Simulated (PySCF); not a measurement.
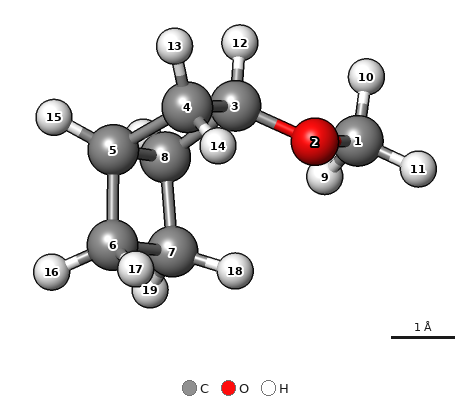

*The input geometry (ball-and-stick view, seen at a tilt; atoms are numbered from 1 in the order of the input).*

Bond lengths as drawn: C–C 1.53 to 1.55 Å, C–H 1.09 to 1.10 Å and C–O 1.40 Å.

# C7H12O: excited-state calculation

C7H12O, computed with TDDFT PBE0/def2-SVPD, vertical, gas phase, core orbitals frozen in the response (PySCF 2.14.0).

The geometry comes from this level: GFN2-xTB.

Output:
```
coarse grid: 16128 points
cycle   1  E = -348.3501434004  dE =  1.098e+00  |g| = 5.573e-01  |ddm| = 7.641e+00
cycle   2  E = -348.2863226899  dE =  6.382e-02  |g| = 8.075e-01  |ddm| = 2.298e+00
cycle   3  E = -348.4195245067  dE = -1.332e-01  |g| = 7.909e-02  |ddm| = 1.369e+00
cycle   4  E = -348.4204626174  dE = -9.381e-04  |g| = 3.940e-02  |ddm| = 1.962e-01
cycle   5  E = -348.4208086570  dE = -3.460e-04  |g| = 8.026e-03  |ddm| = 9.106e-02
cycle   6  E = -348.4208218200  dE = -1.316e-05  |g| = 2.287e-03  |ddm| = 3.460e-02
cycle   7  E = -348.4208230248  dE = -1.205e-06  |g| = 3.559e-04  |ddm| = 5.097e-03
final grid: 154128 points
cycle   8  E = -348.4816347334  dE = -5.508e-05  |g| = 1.206e-02  |ddm| = 2.805e-01
cycle   9  E = -348.4816042165  dE =  3.052e-05  |g| = 1.730e-02  |ddm| = 5.299e-02
cycle  10  E = -348.4816666275  dE = -6.241e-05  |g| = 1.510e-03  |ddm| = 2.982e-02
cycle  11  E = -348.4816671328  dE = -5.053e-07  |g| = 2.689e-04  |ddm| = 2.645e-03
cycle  12  E = -348.4816671468  dE = -1.400e-08  |g| = 8.843e-05  |ddm| = 1.271e-03
cycle  13  E = -348.4816671484  dE = -1.597e-09  |g| = 2.994e-05  |ddm| = 3.428e-04
cycle  14  E = -348.4816671486  dE = -2.134e-10  |g| = 3.907e-06  |ddm| = 7.664e-05
```

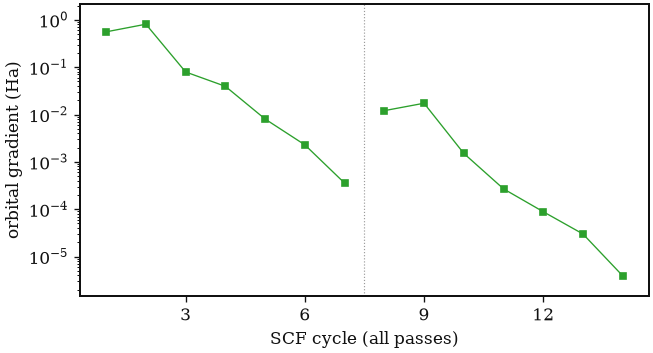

*Convergence of the self-consistent field: orbital gradient against the SCF cycle. The dotted line marks the change from a coarse to the final integration grid.*

The first 7 cycles use a coarse grid, the final grid takes over at cycle 8, and the field converges after 14 cycles in all.

```
converged SCF energy = -348.4816671486

Static polarisability (au): isotropic 81.429, principal 72.357 80.839 91.092

Singlet excitations
state   eV       nm        f      main configurations
  1   6.6982    185.1   0.01282   H->L 0.96
  2   7.1329    173.8   0.00662   H->L+1 0.91
  3   7.4468    166.5   0.04125   H->L+2 0.83, H-1->L 0.09
  4   7.4704    166.0   0.00593   H-1->L 0.77, H->L+2 0.09
  5   7.5740    163.7   0.00885   H->L+3 0.81
  6   7.7296    160.4   0.00265   H->L+4 0.77

Triplet excitations (Tamm-Dancoff, eV): 6.5316 7.0152
```

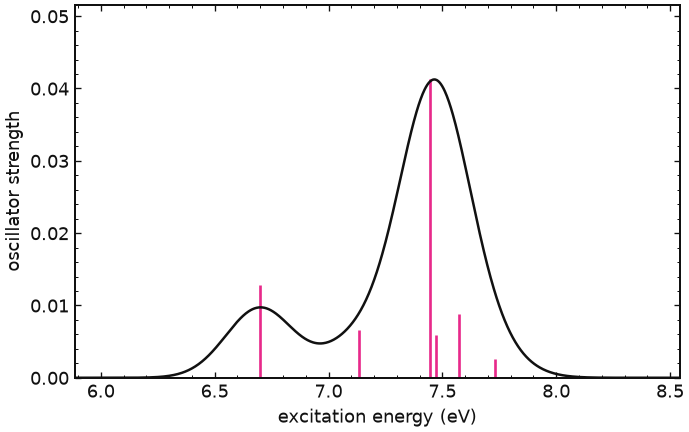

*Computed excitations as sticks (degenerate states added up, dark ones marked on the axis), with a Gaussian envelope of 0.35 eV full width at half maximum, scaled to the tallest.*

Of the 6 states the lowest lies at 6.70 eV (f = 0.013); the strongest line is at 7.45 eV, or 166 nm (f = 0.041).

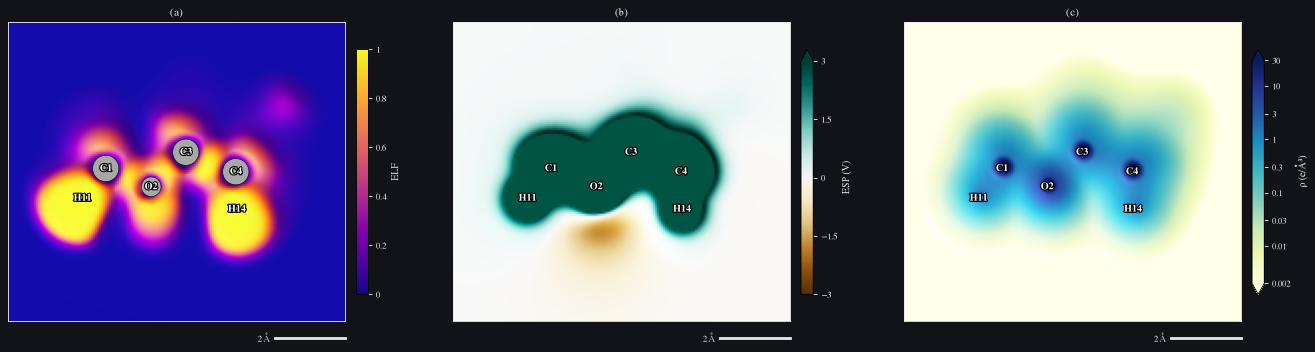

*(a) ELF; (b) electrostatic potential; (c) electron density on the plane of atoms O2, C3 and C4. Grey discs, where drawn, cover atomic cores.*

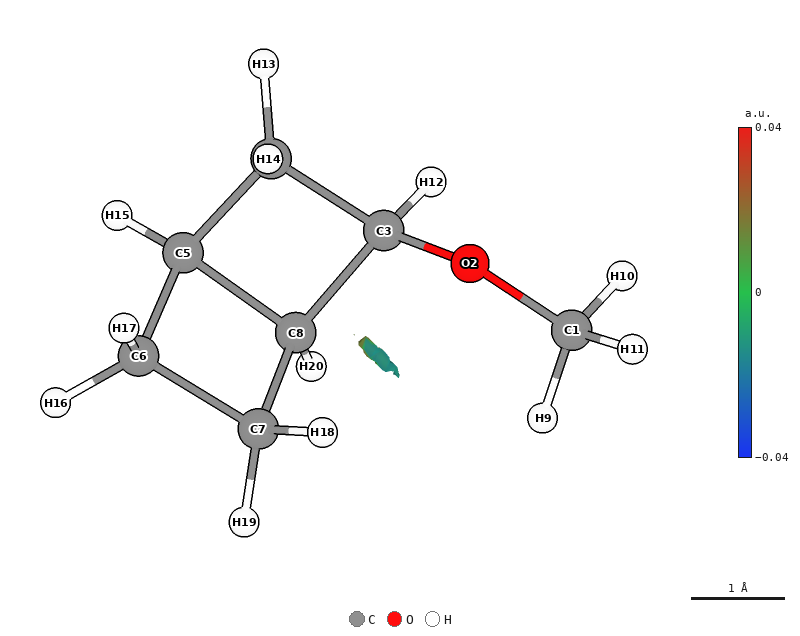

*Non-covalent interaction (NCI) plot: the surface where the reduced density gradient is 0.4, for densities under 0.05 a.u., coloured by sign(λ₂)ρ; seen face on.*

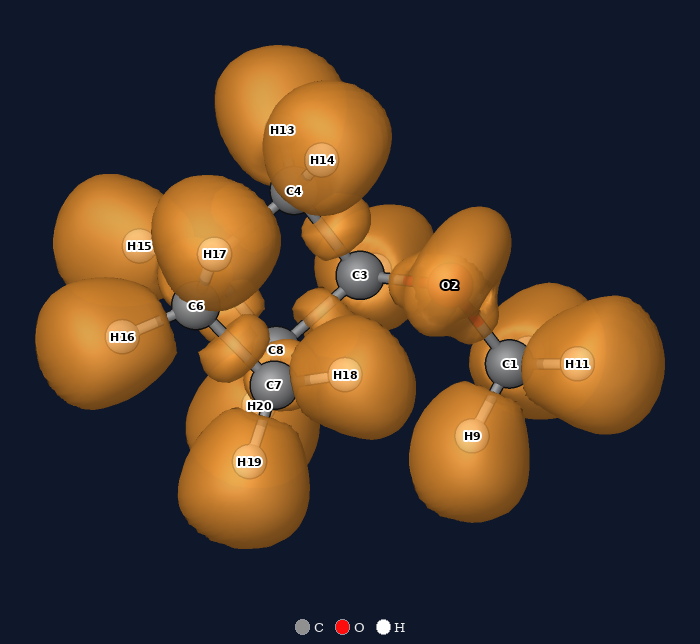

*Isosurface of the ELF at 0.75 (orange), seen at a tilt. Core shells and regions of very low density are left out.*

Along the contacts the grid gives the following.

The run was set up as follows.

Input:
```
{"job": {"kind": "uv", "xc": "PBE0", "basis": "def2-SVPD", "nstates": 6, "ntriplets": 2}, "charge": 0, "multiplicity": 1}
C      2.511323    -0.818276     0.310924
O      1.622171     0.253701     0.494393
C      0.796127     0.482913    -0.615268
C     -0.194593     1.643396    -0.422337
C     -1.362859     0.717288    -0.802091
C     -2.086749     0.097252     0.397786
C     -1.021556    -1.011663     0.455195
C     -0.391502    -0.480349    -0.842258
H      1.977515    -1.761713     0.148891
H      3.173848    -0.637978    -0.545437
H      3.105566    -0.890419     1.219703
H      1.409767     0.590709    -1.523041
H     -0.033245     2.490099    -1.085113
H     -0.221504     1.991175     0.607349
H     -1.963125     1.025008    -1.654355
H     -3.077766    -0.277097     0.146741
H     -2.160393     0.734592     1.276961
H     -0.352865    -0.940995     1.310795
H     -1.412739    -2.024426     0.386358
H     -0.322569    -1.172538    -1.677928
```

The first line tells a small driver script what to run in PySCF; the rest is the geometry in Å.

Run as:
```bash
OMP_NUM_THREADS=1 python <driver script> task.json out
```

Key numbers:

- outcome: converged
- total energy: −348.481667 hartree
- HOMO: −7.13 eV
- LUMO: 0.72 eV
- dipole moment: 1.21 D
- mean polarisability: 81.43 a.u.
- lowest singlet excitation: 6.70 eV
- hardware: 1 CPU thread, shared host
- wall time: 46 s
- peak memory: 1 GiB
